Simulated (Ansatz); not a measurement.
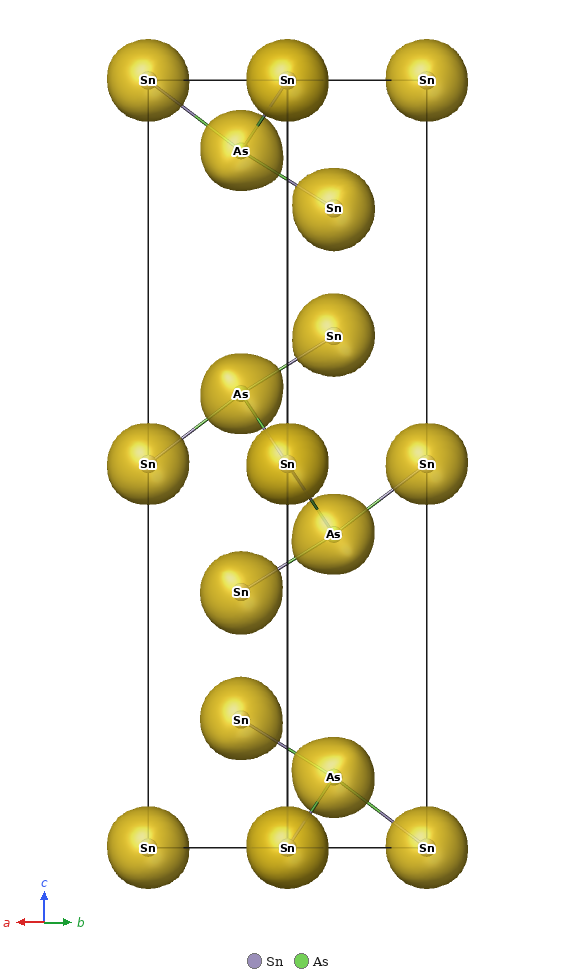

Sn3As2. Isosurface of the valence charge density (pseudo) at 0.4 e/Å³ (yellow), seen along [110]. Sticks mark near contacts.

Space group P6₃/mmc; a structure from a database of computed crystals, not necessarily the ambient phase; a generated structure, not necessarily the stable one.

Theory: DFT PBE, scalar-relativistic, plane waves, PAW (Ansatz 0.2.0).

Q: Which contacts does the surface bridge?

A: At this value the density breaks into separate islands; it holds about 80 % of the electrons treated as valence (semicore included). It bridges none of the near contacts. It is pinched off along the shortest Sn–As (2.81 Å) and Sn–As (3.00 Å) contacts. On the grid the lowest density along these lines, outside the cores, is 0.32 e/Å³ (Sn–As, 2.81 Å) and 0.23 e/Å³ (Sn–As, 3.00 Å).
